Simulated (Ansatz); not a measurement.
# C₂H₇BFNO: basis-set convergence

How large a basis does C₂H₇BFNO need? Two functionals are run in growing sets.

The runs use Ansatz 0.2.0, Gaussian basis; one geometry, several basis sets.

The runs, in order: PBE0-D4/def2-SVP; ωB97M-V/def2-SVP; PBE0-D4/def2-QZVPP; ωB97M-V/def2-QZVPP; the functionals' def2-TZVPP values are taken from earlier runs.

### 1 The relaxed structure

An earlier PBE0-D4 in a triple-zeta def2 set relaxation fixed the geometry.

SMILES `CN(C)B(O)F`, 13 atoms, charge 0, spin multiplicity 1.

Atoms are counted from 1 here; the program's logs count them from 0.

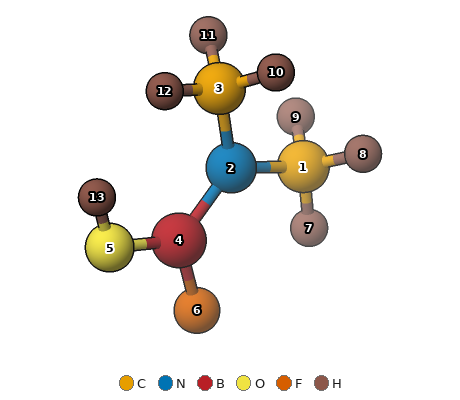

The geometry (carbon amber, nitrogen blue, boron red, oxygen yellow, fluorine orange, hydrogen brown); atoms are numbered from 1 in the order of the file.

Coordinates:

```xyz
13
C2H7BFNO
C    -0.40693   -1.23067    0.85142
N    -0.09785   -0.05838    0.06741
C     1.25990   -0.02892   -0.40486
B    -1.05722    0.94047   -0.19181
O    -0.86143    2.07849   -0.91946
F    -2.29160    0.79142    0.30868
H    -1.44314   -1.19985    1.18106
H     0.23768   -1.29231    1.73690
H    -0.25566   -2.14601    0.26602
H     1.97190   -0.04409    0.42977
H     1.47857   -0.89440   -1.04282
H     1.46573    0.86791   -0.99142
H     0.02053    2.18153   -1.27608
```

### 2 PBE0-D4 in def2-SVP

File in.yaml:

```yaml
crystal:
  periodic: [false, false, false]
  atoms:
    - {symbol: C, position_ang: [-0.406931, -1.230668, 0.851415]}
    - {symbol: N, position_ang: [-0.097846, -0.058376, 0.067405]}
    - {symbol: C, position_ang: [1.259900, -0.028920, -0.404864]}
    - {symbol: B, position_ang: [-1.057217, 0.940471, -0.191808]}
    - {symbol: O, position_ang: [-0.861426, 2.078494, -0.919456]}
    - {symbol: F, position_ang: [-2.291597, 0.791424, 0.308681]}
    - {symbol: H, position_ang: [-1.443139, -1.199855, 1.181056]}
    - {symbol: H, position_ang: [0.237683, -1.292310, 1.736895]}
    - {symbol: H, position_ang: [-0.255655, -2.146010, 0.266017]}
    - {symbol: H, position_ang: [1.971896, -0.044087, 0.429774]}
    - {symbol: H, position_ang: [1.478568, -0.894404, -1.042820]}
    - {symbol: H, position_ang: [1.465734, 0.867915, -0.991421]}
    - {symbol: H, position_ang: [0.020528, 2.181526, -1.276076]}
basis:
  gaussian: {orbitals: def2-SVP}
hamiltonian: {xc: pbe0, dispersion: d4}
output: {orbitals: {seedname: orbitals}}
```

The run is started by

```
> ansatz run in.yaml --threads 2 --pin off --events-out ev --progress --plain --max-ram 32768MiB --backend cpu
```

The runs that follow: ωB97M-V in def2-SVP; PBE0-D4 in def2-QZVPP; ωB97M-V in def2-QZVPP.

Q: Predict the results of all the runs planned. Wanted: PBE0-D4: double and triple zeta above quadruple; ωB97M-V: double and triple zeta above quadruple.

**Answer**, as computed:

| quantity | value |
| --- | --- |
| PBE0-D4: double and triple zeta above quadruple | 11.08, 0.51 eV |
| ωB97M-V: double and triple zeta above quadruple | 11.39, 0.49 eV |

What this shows: PBE0-D4 gains 10.56 eV from double to triple zeta, then 0.51 eV more. Total energies overstate the basis error of differences, where much of it tends to cancel. The LUMO of ωB97M-V is positive and keeps falling with the basis (2.86 to 1.39 eV): an unbound level that the basis holds in place.
